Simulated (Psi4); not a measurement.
# [NO2]+ (SMILES O=[N+]=O): CCSD(T)/def2-TZVPPD

Aim: the energy change on altering one bond length of [NO2]+ at CCSD(T)/def2-TZVPPD, from 2 runs. 

The results are computed with Psi4 1.11.

### 1 The structure to begin with

[NO2]+ has 3 atoms, charge +1, and is taken as a singlet. As SMILES, `O=[N+]=O`. Geometry: relaxed at PBE0-D4/def2-TZVP.

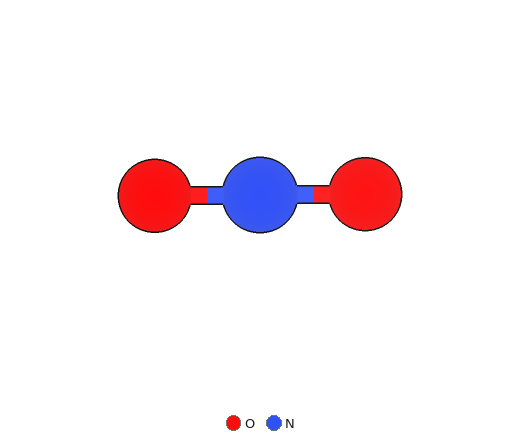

Viewed from a chosen angle; oxygen red, nitrogen blue.

### 2 A single-point energy at CCSD(T)/def2-TZVPPD

The input, job.json:

```json
{
  "schema_name": "qcschema_input",
  "schema_version": 1,
  "molecule": {
    "schema_name": "qcschema_molecule",
    "schema_version": 2,
    "symbols": ["O", "N", "O"],
    "geometry": [-1.08277527, 1.75181391, -0.3960488, -1.89e-05, -1.89e-05, 0.0, 1.08279417, -1.75179501, 0.3960488],
    "molecular_charge": 1,
    "molecular_multiplicity": 1,
    "fix_symmetry": "c1"
  },
  "driver": "energy",
  "model": {
    "method": "ccsd(t)",
    "basis": "def2-TZVPPD"
  },
  "keywords": {
    "reference": "rhf",
    "puream": true,
    "e_convergence": 1e-09,
    "d_convergence": 1e-08,
    "scf_type": "pk",
    "num_frozen_docc": 3
  }
}
```

Run with:

```bash
$ psi4 --qcschema job.json -n 1 --memory 2200MB
```

stdout:

```text
[...]
  Running in c1 symmetry.
[...]
  Nuclear repulsion =   68.664162361828446
[...]
  Multiplicity = 1
[...]
  Nalpha       = 11
  Nbeta        = 11
[...]
    Number of basis functions: 117
[...]
   @RHF iter   1:  -203.62692213101164    3.45762e-01   5.31538e-03 DIIS/ADIIS
[...]
   @RHF iter  10:  -203.77760843546665   -8.54357e-11   3.87583e-09 DIIS
[...]
    Orbital Energies [Eh]
    ---------------------
    Doubly Occupied:
       1A    -21.104314     2A    -21.104242     3A    -16.309259
       4A     -2.116108     5A     -1.976786     6A     -1.265976
       7A     -1.201603     8A     -1.201603     9A     -1.179003
      10A     -0.923138    11A     -0.923138
[...]
  @RHF Final Energy:  -203.77760843546665
   => Energetics <=
    Nuclear Repulsion Energy =             68.6641623618284456
    One-Electron Energy =                -406.2731969029239281
    Two-Electron Energy =                 133.8314261056288217
    Total Energy =                       -203.7776084354666466
[...]
 Multipole Moments:
 ------------------------------------------------------------------------------------
     Multipole            Electronic (a.u.)      Nuclear  (a.u.)        Total (a.u.)
 ------------------------------------------------------------------------------------
 L = 1.  Multiply by 2.5417464519 to convert [e a0] to [Debye]
 Dipole X            :         -0.0000182            0.0000001           -0.0000181
 Dipole Y            :          0.0000008           -0.0000000            0.0000008
 Dipole Z            :         -0.0000270            0.0000000           -0.0000270
 Magnitude           :                                                    0.0000325
[...]
      * MP2 total energy                      = -204.461374373116826
[...]
      * CCSD total energy                     = -204.429007374324385
[...]
      * CCSD(T) total energy                  = -204.467738959314119
[...]
```

The result, in JSON:

```text
{
 "driver": "energy",
 "model": {
  "method": "ccsd(t)",
  "basis": "def2-TZVPPD"
 },
 "success": true,
 "return_result": -204.46773895931412,
 "properties": {
  "calcinfo_nbasis": 117,
  "calcinfo_nmo": 117,
  "calcinfo_nalpha": 11,
  "calcinfo_nbeta": 11,
  "calcinfo_natom": 3,
  "nuclear_repulsion_energy": 68.66416236182845,
  "return_energy": -204.46773895931412,
  "scf_one_electron_energy": -406.2731969029239,
  "scf_two_electron_energy": 133.83142610562882,
  "scf_dipole_moment": [-1.8061810038471543e-05, 8.051220393076076e-07, -2.697851139910057e-05],
  "scf_total_energy": -203.77760843546665,
  "scf_iterations": 10,
  "mp2_same_spin_correlation_energy": -0.18704951986348062,
  "mp2_opposite_spin_correlation_energy": -0.4967164177865,
  "mp2_singles_energy": -1.380801756509675e-23,
  "mp2_doubles_energy": -0.6837659376499806,
  "mp2_correlation_energy": -0.6837659376499806,
  "mp2_total_energy": -204.46137437311683,
  "ccsd_same_spin_correlation_energy": -0.15307383934113383,
  "ccsd_opposite_spin_correlation_energy": -0.4983250995164016,
  "ccsd_singles_energy": 0.0,
  "ccsd_doubles_energy": -0.6513989388575354,
  "ccsd_correlation_energy": -0.6513989388575281,
  "ccsd_total_energy": -204.42900737432439,
  "ccsd_iterations": 16,
  "ccsd_prt_pr_correlation_energy": -0.6901305238472794,
  "ccsd_prt_pr_total_energy": -204.46773895931412
 }
}
```

It took 56 s on 1 thread of Intel Xeon 6975P-C (Granite Rapids), shared host; peak memory 2.1 GiB.

### 3 The distorted shape at the same level

The input, job.dat:

```
memory 2.2 GB

molecule {
  1 1
  O     -0.859484     1.390565    -0.314377
  N     -0.000010    -0.000010     0.000000
  O      0.572990    -0.927010     0.209580
  symmetry c1
  no_reorient
  no_com
}

set basis def2-TZVPPD
set reference rhf
set puream true
set e_convergence 1e-09
set d_convergence 1e-08
set scf_type pk
set num_frozen_docc 3

e_tot = energy('ccsd(t)')
```

Run with:

```bash
$ psi4 job.dat job.out -n 1
```

job.out:

```text
[...]
  Running in c1 symmetry.
[...]
  Nuclear repulsion =   56.710993319376783
[...]
  Multiplicity = 1
[...]
  Nalpha       = 11
  Nbeta        = 11
[...]
    Number of basis functions: 117
[...]
   @RHF iter   1:  -203.22153846947683   -3.43083e-01   6.99344e-03 DIIS/ADIIS
[...]
   @RHF iter  13:  -203.63032927986092   -5.51381e-12   4.31919e-09 DIIS
[...]
    Orbital Energies [Eh]
    ---------------------
    Doubly Occupied:
       1A    -21.207633     2A    -20.977562     3A    -16.277303
       4A     -2.106231     5A     -1.595016     6A     -1.339725
       7A     -1.131280     8A     -1.130985     9A     -1.130985
      10A     -0.836089    11A     -0.836089
[...]
  @RHF Final Energy:  -203.63032927986092
   => Energetics <=
    Nuclear Repulsion Energy =             56.7109933193767830
    One-Electron Energy =                -383.5448476612753552
    Two-Electron Energy =                 123.2035250620376701
    Total Energy =                       -203.6303292798609164
[...]
 Multipole Moments:
 ------------------------------------------------------------------------------------
     Multipole            Electronic (a.u.)      Nuclear  (a.u.)        Total (a.u.)
 ------------------------------------------------------------------------------------
 L = 1.  Multiply by 2.5417464519 to convert [e a0] to [Debye]
 Dipole X            :          4.6333990           -4.3312939            0.3021052
 Dipole Y            :         -7.4965843            7.0078037           -0.4887806
 Dipole Z            :          1.6948036           -1.5843010            0.1105025
 Magnitude           :                                                    0.5851366
[...]
      * MP2 total energy                      = -204.259641252868988
[...]
      * CCSD total energy                     = -204.271336844265647
[...]
      * CCSD(T) total energy                  = -204.313340974610981
[...]
```

It took 57 s on 1 thread of Intel Xeon 6975P-C (Granite Rapids), shared host; peak memory 2.1 GiB.

### 4 Results

Level: CCSD(T)/def2-TZVPPD, 3 core orbitals frozen.

```
                                                         quantity          value
                                        first shape: total energy  -204.46774 Eh
                 first shape: HOMO energy (Hartree–Fock orbitals)      -25.12 eV
                 first shape: LUMO energy (Hartree–Fock orbitals)       -6.04 eV
               first shape: HOMO–LUMO gap (Hartree–Fock orbitals)       19.08 eV
         first shape: correlation energy (3 core orbitals frozen)     -690.1 mEh
                                      first shape: (T) correction     -38.73 mEh
                                       first shape: T1 diagnostic          0.020
                                    distorted shape: total energy  -204.31334 Eh
             distorted shape: HOMO energy (Hartree–Fock orbitals)      -22.75 eV
             distorted shape: LUMO energy (Hartree–Fock orbitals)       -8.34 eV
           distorted shape: HOMO–LUMO gap (Hartree–Fock orbitals)       14.41 eV
     distorted shape: correlation energy (3 core orbitals frozen)     -683.0 mEh
                                  distorted shape: (T) correction     -42.00 mEh
                                   distorted shape: T1 diagnostic          0.050
energy change with the O1–N2 bond stretched from 1.110 to 1.665 Å       4.201 eV
```

With the O1–N2 bond stretched from 1.110 to 1.665 Å the energy rises by 4.20 eV (405 kJ/mol). The first shape isn't relaxed at this level, so the change isn't measured from a minimum. The T1 diagnostic (first shape) of 0.020 is above the customary mark for such species, so a single reference may not serve. The triples (first shape) make up 5.6 % of the correlation energy. The T1 diagnostic (distorted shape) of 0.050 is above the customary mark for such species, so a single reference may not serve. The triples (distorted shape) make up 6.1 % of the correlation energy.
